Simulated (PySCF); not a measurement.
# Excited-state calculation of C$_{3}$H$_{12}$GeN$_{2}$

The run: excited-state calculation of C$_{3}$H$_{12}$GeN$_{2}$, SMILES C[N]([GeH3])CCN. Method and program: TDDFT CAM-B3LYP/def2-SVPD, vertical, gas phase, core orbitals frozen in the response (PySCF 2.14.0).

The geometry comes from this level: PBE0-D3(BJ)/def2-SVP. It belongs to a series of runs on one base structure; here: H on C replaced by CH2NH2.

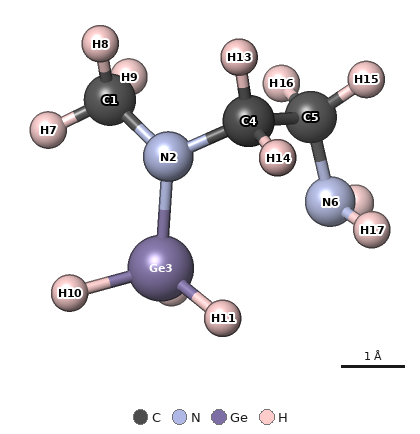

*The structure (ball-and-stick view, seen on its broad side; atoms are numbered from 1 in the order of the input). Sticks mark near contacts.*

Bond lengths as drawn: C–C 1.53 Å, C–H 1.10 to 1.11 Å, C–N 1.44 to 1.45 Å, Ge–H 1.54 to 1.55 Å, Ge–N 1.85 Å and H–N 1.02 Å.

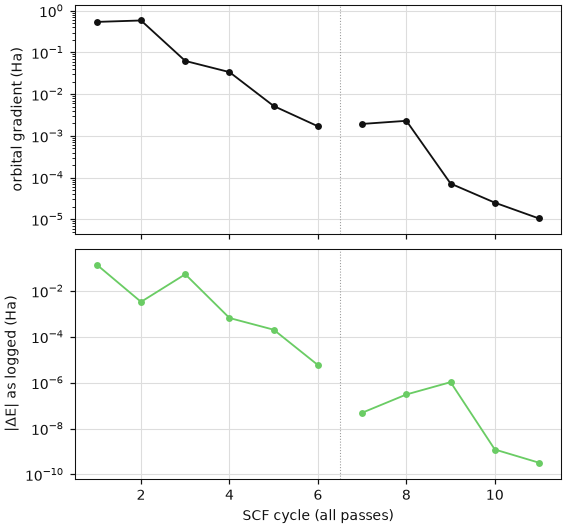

*Convergence of the self-consistent field: orbital gradient and size of the energy change against the SCF cycle. The dotted line marks the change from a coarse to the final integration grid.*

The first 6 cycles use a coarse grid, the final grid takes over at cycle 7, and the field converges after 11 cycles in all.

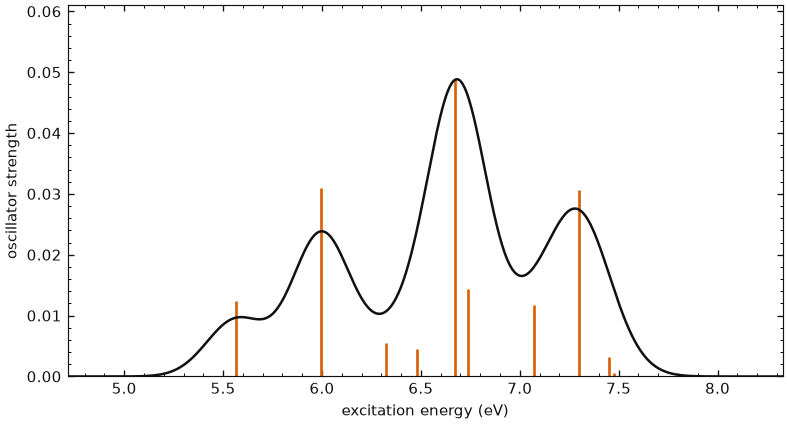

*Computed excitations as sticks (degenerate states added up, dark ones marked on the axis), with a Gaussian envelope of 0.35 eV full width at half maximum, scaled to the tallest.*

Of the 10 states the lowest lies at 5.57 eV (f = 0.012); the strongest line is at 6.67 eV, or 186 nm (f = 0.049).

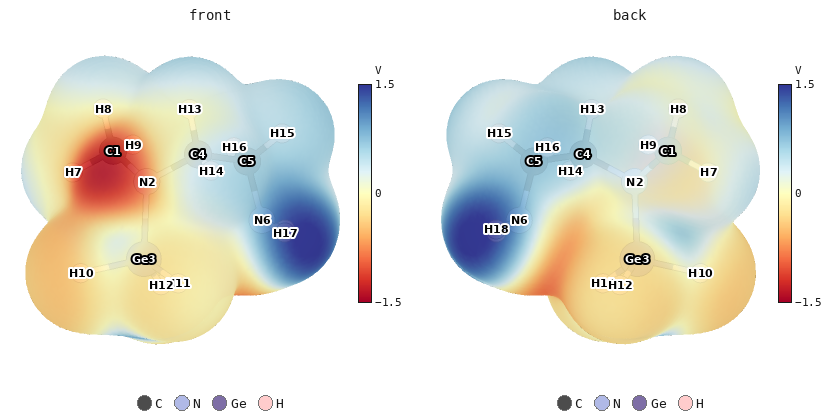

*The electrostatic potential painted on the density surface at 0.002 e/bohr³, seen face on and from behind; the colour scale runs from red (negative) to blue (positive).*

Its dipole moment is 2.44 D.

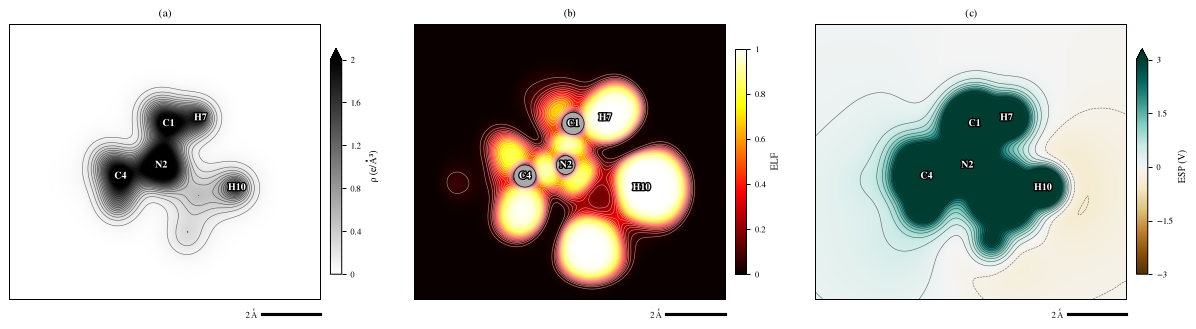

*(a) total electron density; (b) ELF; (c) electrostatic potential on the plane of atoms C1, N2 and C4. Grey discs, where drawn, cover atomic cores.*

C–N (1.44 Å): ρ at the midpoint is about 2 e/Å³; the ELF peaks at about 0.95 between the atoms (a covalent bond).

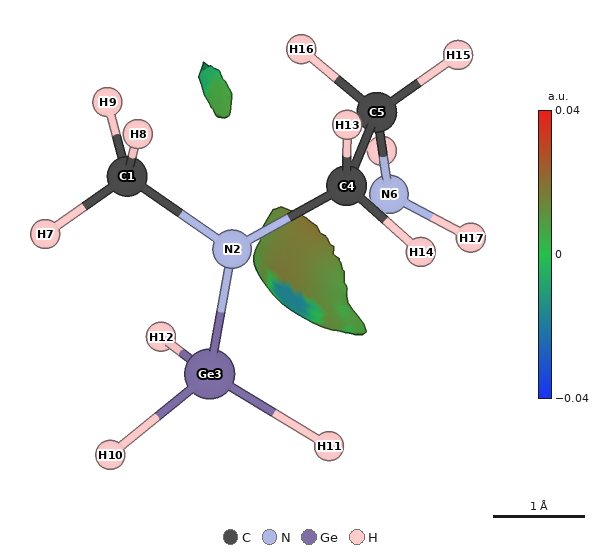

*Non-covalent interaction (NCI) plot: the surface where the reduced density gradient is 0.5, for densities under 0.05 a.u., coloured by sign(λ₂)ρ; seen at a tilt.*

The input that produced these results follows, with the program's output.

The input:
```
{"job": {"kind": "uv", "xc": "CAM-B3LYP", "basis": "def2-SVPD", "ip": true}, "charge": 0, "multiplicity": 1}
C     -0.930780     1.879633     0.012541
N     -0.799913     0.541034     0.528645
Ge    -1.468638    -0.828296    -0.516729
C      0.362037     0.312173     1.348710
C      1.649616     0.032813     0.576504
N      1.498037    -1.197719    -0.173190
H     -1.894021     1.993766    -0.510554
H     -0.923051     2.616672     0.837050
H     -0.136466     2.183025    -0.703766
H     -2.969761    -0.473360    -0.691504
H     -1.340782    -2.142291     0.270271
H     -0.875139    -0.947968    -1.939252
H      0.512106     1.187574     2.007606
H      0.170772    -0.544715     2.022437
H      2.511228     0.039616     1.277108
H      1.823962     0.855247    -0.137048
H      1.602915    -2.012609     0.427603
H      2.179482    -1.282473    -0.922089
```

The first line tells a small driver script what to run in PySCF; the rest is the geometry in Å.

Run as:
```bash
OMP_NUM_THREADS=1 python <driver script> task.json out
```

Log:
```
coarse grid: 62864 points
cycle   1  E = -2307.5599754398  dE = -1.396e-01  |g| = 5.392e-01  |ddm| = 5.754e+00
cycle   2  E = -2307.5566342293  dE =  3.341e-03  |g| = 5.834e-01  |ddm| = 1.680e+00
cycle   3  E = -2307.6100556153  dE = -5.342e-02  |g| = 6.261e-02  |ddm| = 8.303e-01
cycle   4  E = -2307.6107167545  dE = -6.611e-04  |g| = 3.379e-02  |ddm| = 1.128e-01
cycle   5  E = -2307.6109206237  dE = -2.039e-04  |g| = 5.203e-03  |ddm| = 5.002e-02
cycle   6  E = -2307.6109264761  dE = -5.852e-06  |g| = 1.700e-03  |ddm| = 1.608e-02
final grid: 133112 points
cycle   7  E = -2307.6108665520  dE =  4.881e-08  |g| = 1.937e-03  |ddm| = 7.584e-03
cycle   8  E = -2307.6108662464  dE =  3.055e-07  |g| = 2.300e-03  |ddm| = 4.466e-03
cycle   9  E = -2307.6108672998  dE = -1.053e-06  |g| = 7.204e-05  |ddm| = 2.270e-03
cycle  10  E = -2307.6108673010  dE = -1.217e-09  |g| = 2.515e-05  |ddm| = 1.642e-04
cycle  11  E = -2307.6108673013  dE = -3.229e-10  |g| = 1.050e-05  |ddm| = 1.390e-04
converged SCF energy = -2307.6108673013

Static polarisability (au): isotropic 86.740, principal 77.389 89.218 93.612

Singlet excitations
state   eV       nm        f      main configurations
  1   5.5664    222.7   0.01237   H->L 0.79, H->L+2 0.12
  2   5.9959    206.8   0.03096   H->L+1 0.51, H->L 0.14, H->L+3 0.14
  3   6.3234    196.1   0.00558   H-1->L 0.43, H->L+2 0.25, H->L+1 0.11
  4   6.4823    191.3   0.00454   H->L+3 0.71, H->L+1 0.19
  5   6.6743    185.8   0.04885   H->L+4 0.47, H->L+2 0.20, H-1->L 0.10
  6   6.7359    184.1   0.01442   H->L+4 0.39, H->L+2 0.24, H-1->L 0.12
  7   7.0704    175.4   0.01169   H->L+5 0.57, H->L+6 0.20
  8   7.2984    169.9   0.03063   H->L+6 0.50, H->L+5 0.24, H->L+7 0.11
  9   7.4536    166.3   0.00318   H-1->L+1 0.40, H->L+8 0.15, H-1->L+4 0.13
 10   7.4771    165.8   0.00065   H->L+7 0.68

Triplet excitations (Tamm-Dancoff, eV): 5.4609 5.5924 6.0698 6.3448
Vertical ionisation energy (delta-SCF) = 7.8243 eV
```

Summary:

```tsv
quantity	value
outcome	converged
total energy	−2307.610867 hartree
HOMO	−7.26 eV
LUMO	1.06 eV
dipole moment	2.44 D
mean polarisability	86.74 a.u.
vertical ionisation energy	7.82 eV
lowest singlet excitation	5.57 eV
hardware	1 CPU thread, shared host
wall time	1.9 min
peak memory	1.3 GiB
```

Remarks:

Spin–orbit coupling is left out, which matters for the heavy atoms.
